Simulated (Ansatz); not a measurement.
# TaF4: one candidate of a structure search, part 2 of 2

The task: take a trial cell of TaF4 to zero force and stress.

Ansatz 0.2.0; DFT PBE, scalar-relativistic, plane waves, PAW.

### Step 4. Coarse relaxation, continued

The end of the coarse run is made exact in the group found at a tolerance of 0.06 Å and reduced to its primitive cell.

input.yaml

```yaml
crystal:
  lattice:
    - [0.0, 3.0320899593, 3.0320899593]
    - [3.0320899593, 0.0, 3.0320899593]
    - [3.0320899593, 3.0320899593, 0.0]
  atoms:
    - { symbol: Ta, position: [0.5, 0.5, 0.5] }
    - { symbol: F, position: [0.1250367433, 0.6248897701, 0.1250367433] }
    - { symbol: F, position: [0.1250367433, 0.1250367433, 0.1250367433] }
    - { symbol: F, position: [0.6248897701, 0.1250367433, 0.1250367433] }
    - { symbol: F, position: [0.1250367433, 0.1250367433, 0.6248897701] }
basis:
  ecutwfc: 420
kpoints:
  mp_grid: { grid: [6, 6, 6] }
hamiltonian:
  xc: pbe
scf:
  occupations: { method: gaussian, width: 0.1 }
  lower_state_search: "off"
output:
  forces: true
  stress: true
  eigenvalues: true
relax:
  adjacent_minimum: "off"
  f_tol: 0.04
  max_steps: 70
  cell: { stress_tol: 0.4 }
```

Command:

```sh
> ansatz run input.yaml --threads 1 --pin off --max-ram 2048MiB --backend cpu --events-out ev --progress --plain --runs-dir out
```

The program printed, shortened:

```text
Warning: RAYON_NUM_THREADS=1 ignored (pool sized by the plan → 1); use --threads N
[...]
Pseudopotentials: kind: paw
Pseudopotential: Ta, paw, valence charge 13, recommended cutoff 420 eV (normal), Ta.paw.azcp
Pseudopotential: F, paw, valence charge 7, recommended cutoff 420 eV (normal), F.paw.azcp
Functional definition: PBE
[...]
Crystal: 5 atoms, lattice volume = 55.751 Å³
Basis set: ecut = 420 eV, 1067 PW (Γ), exchange–correlation on 60×60×60 points (8 copies of the dense FFT grid, shifted against one another)
Bands: 26, of which v1, the nominal top of the filled ones, is band 21 counted from 1 (20 counted from 0)
Symmetry: 24 space group operations
Space group: F-43m (ITA 216), of the structure as read, at distance tolerance 3.8e-5 Å
k-points: 16 of 216 (time reversal used)
[...]
  atom   5  F      0.00767020     0.00767020    -0.00767020
[...]
--- Stress (GPa, compression-positive) ---
        0.029999      -0.000000       0.000000
        0.000000       0.029999      -0.000000
        0.000000      -0.000000       0.029999
  P = ⅓ Tr σ = 0.0300 GPa (0.300 kbar)
--- Band table (eV; the first three rows and the last of 16) ---
[... band rows left out ...]
[...]
--- Relaxed structure (1 steps of the walk, 1 accepted, 1 SCFs on fresh bases) ---
  F+E_penalty+E_count = -13158.41346746 eV   max|allowed force component| = 7.670e-3 eV/Å   (the final SCF, on the basis selected at the relaxed cell)
  cell:  # Å, volume = 55.7515 Å³
    - [0.0, 3.0320899593, 3.0320899593]
    - [3.0320899593, 0.0, 3.0320899593]
    - [3.0320899593, 3.0320899593, 0.0]
  atoms:
    - { symbol: Ta, position: [0.5, 0.5, 0.5] }
    - { symbol: F, position: [0.1250367433, 0.6248897701, 0.12503674329999998] }
    - { symbol: F, position: [0.1250367433, 0.1250367433, 0.1250367433] }
    - { symbol: F, position: [0.6248897701, 0.1250367433, 0.12503674329999998] }
    - { symbol: F, position: [0.1250367433, 0.1250367433, 0.6248897701] }
```

Run time: 4.5 s. Hardware: 1 thread of Intel Xeon Platinum 8259CL at 2.50GHz (Skylake/Cascade Lake), shared host; peak memory 0.39 GiB.

Step by step:

```
step  energy from step 1 (eV/cell)  largest force component (eV/Å)  pressure (GPa)  volume (Å³)
   1                        0.0000                          0.0077            0.03        55.75
   2                        0.0000                          0.0077            0.03        55.75
```

Step 1 is the start. Step 2 repeats the geometry before it on a plane-wave basis chosen anew for that cell, so its energy need not be comparable with the rows above.

Lengths and angles in the start's conventional setting:

|  | before | after | change |
| --- | --- | --- | --- |
| a (Å) | 6.064 | 6.064 | 0.0 % |
| b (Å) | 6.064 | 6.064 | 0.0 % |
| c (Å) | 6.064 | 6.064 | 0.0 % |
| volume (Å³/atom) | 11.15 | 11.15 | 0.0 % |
| shortest distance (Å) | 2.143 | 2.143 | 0.0 % |
| space group (0.01 Å) | F-43m | F-43m | same |

The run keeps the 24 symmetry operations of the start, so it could not have lowered the symmetry.

### Step 5. Relaxation on the finer mesh

The end of the coarse run is made exact in the group found at a tolerance of 0.06 Å and reduced to its primitive cell.

input.yaml

```yaml
crystal:
  lattice:
    - [0.0, 3.0320899593, 3.0320899593]
    - [3.0320899593, 0.0, 3.0320899593]
    - [3.0320899593, 3.0320899593, 0.0]
  atoms:
    - { symbol: Ta, position: [0.5, 0.5, 0.5] }
    - { symbol: F, position: [0.3751102299, 0.8749632567, 0.8749632567] }
    - { symbol: F, position: [0.8749632567, 0.3751102299, 0.8749632567] }
    - { symbol: F, position: [0.8749632567, 0.8749632567, 0.3751102299] }
    - { symbol: F, position: [0.8749632567, 0.8749632567, 0.8749632567] }
basis:
  ecutwfc: 420
kpoints:
  mp_grid: { grid: [10, 10, 10] }
hamiltonian:
  xc: pbe
scf:
  occupations: { method: gaussian, width: 0.1 }
output:
  forces: true
  stress: true
  eigenvalues: true
  write_density: true
  write_potential: true
  elf: true
  volumetric_format: npy
relax:
  adjacent_minimum: "off"
  f_tol: 0.01
  max_steps: 80
  cell: { stress_tol: 0.05 }
```

Command:

```sh
> ansatz run input.yaml --threads 1 --pin off --max-ram 2048MiB --backend cpu --events-out ev --progress --plain --runs-dir out
```

The program printed, shortened:

```text
Warning: RAYON_NUM_THREADS=1 ignored (pool sized by the plan → 1); use --threads N
[...]
Pseudopotentials: kind: paw
Pseudopotential: Ta, paw, valence charge 13, recommended cutoff 420 eV (normal), Ta.paw.azcp
Pseudopotential: F, paw, valence charge 7, recommended cutoff 420 eV (normal), F.paw.azcp
Functional definition: PBE
[...]
Crystal: 5 atoms, lattice volume = 55.751 Å³
Basis set: ecut = 420 eV, 1067 PW (Γ), exchange–correlation on 60×60×60 points (8 copies of the dense FFT grid, shifted against one another)
Bands: 26, of which v1, the nominal top of the filled ones, is band 21 counted from 1 (20 counted from 0)
Symmetry: 24 space group operations
Space group: F-43m (ITA 216), of the structure as read, at distance tolerance 3.8e-5 Å
k-points: 47 of 1000 (time reversal used)
[...]
--- Stress (GPa, compression-positive) ---
        0.011412       0.000000       0.000000
        0.000000       0.011412      -0.000000
        0.000000      -0.000000       0.011412
  P = ⅓ Tr σ = 0.0114 GPa (0.114 kbar)
--- Band table (eV; the first three rows and the last of 47) ---
[... band rows left out ...]
[...]
--- Relaxed structure (1 steps of the walk, 1 accepted, 1 SCFs on fresh bases) ---
  F+E_penalty+E_count = -13158.41467058 eV   max|allowed force component| = 6.817e-3 eV/Å   (the final SCF, on the basis selected at the relaxed cell)
  cell:  # Å, volume = 55.7515 Å³
    - [0.0, 3.0320899593, 3.0320899593]
    - [3.0320899593, 0.0, 3.0320899593]
    - [3.0320899593, 3.0320899593, 0.0]
  atoms:
    - { symbol: Ta, position: [0.5, 0.5, 0.5] }
    - { symbol: F, position: [0.3751102299000001, 0.8749632567, 0.8749632567] }
    - { symbol: F, position: [0.8749632567, 0.3751102299000001, 0.8749632567] }
    - { symbol: F, position: [0.8749632567, 0.8749632567, 0.3751102299000001] }
    - { symbol: F, position: [0.8749632567, 0.8749632567, 0.8749632567] }
```

Wall time 13 s (1 thread of Intel Xeon Platinum 8259CL at 2.50GHz (Skylake/Cascade Lake), shared host); peak memory 0.44 GiB.

Relaxation path:

```
step  E - E(step 1) (eV/cell)  largest force component (eV/Å)  pressure (GPa)  volume (Å³)
   1                   0.0000                          0.0068            0.01        55.75
   2                   0.0000                          0.0068            0.01        55.75
```

Step 1 is the start. Step 2 repeats the geometry before it on a plane-wave basis chosen anew for that cell, so its energy need not be comparable with the rows above.

Lengths and angles in the start's conventional setting:

|  | before | after | change |
| --- | --- | --- | --- |
| a (Å) | 6.064 | 6.064 | 0.0 % |
| b (Å) | 6.064 | 6.064 | 0.0 % |
| c (Å) | 6.064 | 6.064 | 0.0 % |
| volume (Å³/atom) | 11.15 | 11.15 | 0.0 % |
| shortest distance (Å) | 2.143 | 2.143 | 0.0 % |
| space group (0.01 Å) | F-43m | F-43m | same |

Forces and stress were held to the start's 24 operations: a distortion of lower symmetry was not tested.

Axes a, b and c in the maps are those of this run's conventional cell (a, b, c = 6.064, 6.064, 6.064 Å).

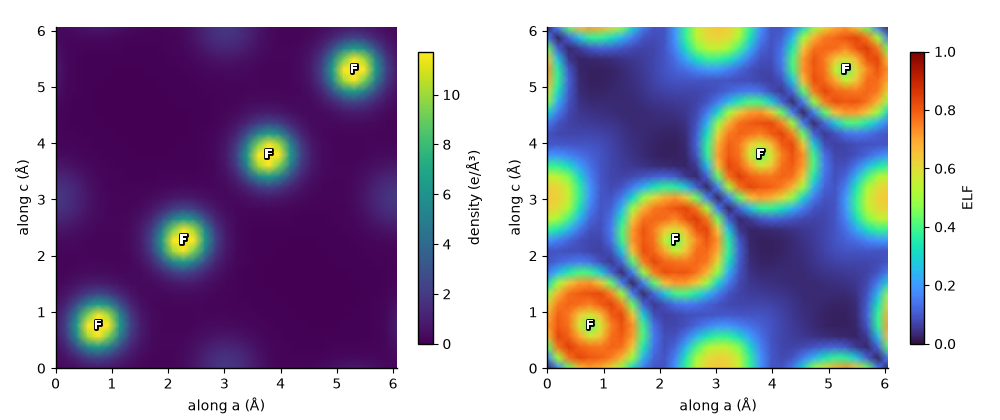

Density (left) and ELF (right) in a lattice plane of the grid's cell (edges 6.06 and 6.06 Å, at 0.125 of the third edge), which holds F. Only atoms in the plane are labelled; the density scale stops at 11.73 e/Å³. Both are smooth fields of the valence electrons: close to the nuclei they are not physical.

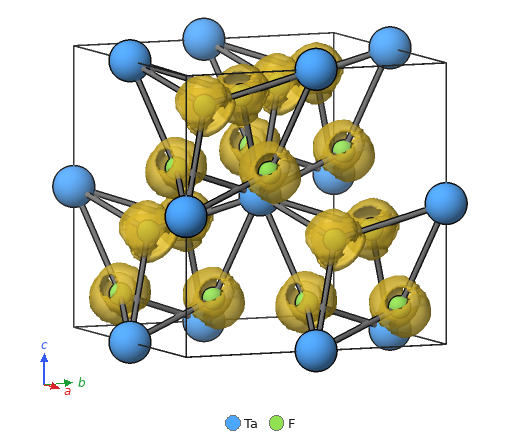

Surface of ELF = 0.79, drawn in one cell.

Outside the cores ELF peaks at 0.85 beside F, off the lines to its neighbours, 0.7 Å from F; 0.85 in the shell around F, 0.6 Å from F.

### Step 6. Changed: mp_grid.grid [8, 8, 8], xc lda, preconditioner resta, ecutwfc left out

input.yaml

```yaml
crystal:
  lattice:
    - [0.0, 3.0320899593, 3.0320899593]
    - [3.0320899593, 0.0, 3.0320899593]
    - [3.0320899593, 3.0320899593, 0.0]
  atoms:
    - { symbol: Ta, position: [0.5, 0.5, 0.5] }
    - { symbol: F, position: [0.3751102299, 0.8749632567, 0.8749632567] }
    - { symbol: F, position: [0.8749632567, 0.3751102299, 0.8749632567] }
    - { symbol: F, position: [0.8749632567, 0.8749632567, 0.3751102299] }
    - { symbol: F, position: [0.8749632567, 0.8749632567, 0.8749632567] }
kpoints:
  mp_grid: { grid: [8, 8, 8] }
hamiltonian:
  xc: lda
scf:
  occupations: { method: gaussian, width: 0.1 }
  mixing: { preconditioner: resta }
output:
  forces: true
  eigenvalues: true
  stress: true
```

Command:

```sh
> ansatz run input.yaml --threads 1 --pin off --max-ram 2048MiB --backend cpu --events-out ev --progress --plain --runs-dir out
```

The program printed, shortened:

```text
Warning: RAYON_NUM_THREADS=1 ignored (pool sized by the plan → 1); use --threads N
[...]
Pseudopotentials: kind: paw
Pseudopotential: Ta, paw, valence charge 13, recommended cutoff 420 eV (normal), Ta.paw.azcp
Pseudopotential: F, paw, valence charge 7, recommended cutoff 420 eV (normal), F.paw.azcp
Functional definition: SPW92
[...]
Crystal: 5 atoms, lattice volume = 55.751 Å³
Basis set: ecut = 420 eV, 1067 PW (Γ)
Bands: 26, of which v1, the nominal top of the filled ones, is band 21 counted from 1 (20 counted from 0)
Symmetry: 24 space group operations
Space group: F-43m (ITA 216), of the structure as read, at distance tolerance 3.8e-5 Å
k-points: 29 of 512 (time reversal used)
[...]
SCF iter   1: F=—  HF=-12850.730075 eV  |F-HF|=—  |Δ(HF+E_count)|=         —  Δρ=2.51e-2  dr2=2.42e-1  ethr=1.77e-3  ⟨swp⟩=5.6  Hψ=3333  notcnv=0
[...]
SCF iter   9: F=-12850.679518 eV  HF=-12850.679518 eV  |F-HF|=5.82e-11  |Δ(HF+E_count)|=   7.91e-9  Δρ=4.72e-7  dr2=9.01e-11  ethr=9.27e-11  ⟨swp⟩=2.8  Hψ=2290  notcnv=0
[...]
SCF converged after 9 iterations
Free energy (F): -12850.679518 eV
[...]
E sigma→0 (E₀):  -12850.666720 eV
Entropy (-TS):   -0.025596 eV (-5.119 meV/atom)
Fermi energy:    8.988970 eV
[...]
--- Forces (eV/Å), atoms counted from 1 ---
  atom   1  Ta     0.00000000     0.00000000    -0.00000000
  atom   2  F     -0.02364580     0.02364580     0.02364580
  atom   3  F      0.02364580    -0.02364580     0.02364580
  atom   4  F      0.02364580     0.02364580    -0.02364580
  atom   5  F     -0.02364580    -0.02364580    -0.02364580
[...]
--- Stress (GPa, compression-positive) ---
      -12.440095      -0.000000       0.000000
       -0.000000     -12.440095      -0.000000
        0.000000      -0.000000     -12.440095
  P = ⅓ Tr σ = -12.4401 GPa (-124.401 kbar)
--- Band table (eV; the first three rows and the last of 29) ---
[... band rows left out ...]
[...]
```

Wall time 4.2 s (1 thread of Intel Xeon Platinum 8259CL at 2.50GHz (Skylake/Cascade Lake), shared host); peak memory 0.38 GiB.

```tsv
run	ending	energy change	pressure (GPa)	gap (eV)	force (eV/Å)	cycles	time
step 5	converged	-	0.0	0.00	0.01	-	13 s
variant	converged	not comparable	-12.4	0.00	0.04	9	4.2 s
```

A change of functional puts the total energy on another scale; the pressure goes from 0.0 to -12.4 GPa and the largest force goes from 0.01 to 0.04 eV/Å. The k-point mesh changed too.

### Step 7. Outcome

The summary covers parts 1 to 2. Changes of volume or cell count from the first structure of part 1.

| quantity | value |
| --- | --- |
| symmetry at the end (tolerance 0.05 Å) | space group F-43m (No. 216) |
| conventional cell | a = 6.064 Å, b = 6.064 Å, c = 6.064 Å, α = 90.00°, β = 90.00°, γ = 90.00° |
| volume | 11.15 Å³/atom |
| energy over the elements (uncorrected; H, N, O, F and Cl as molecules) | -0.76 eV/atom |
| gap on the mesh | none (metal) |

In words: The space group F-43m (No. 216) is kept, and the volume per atom shrinks by 23.7 % from the first guess. It lies below the elements, which doesn't yet make it stable: competing phases were not computed in this session. No finished test with a distortion of lower symmetry is shown, so the end may be a saddle point. Spin-orbit coupling is left out for Ta. The final runs have no spin polarisation, so no magnetic state was tried and one may lie lower.
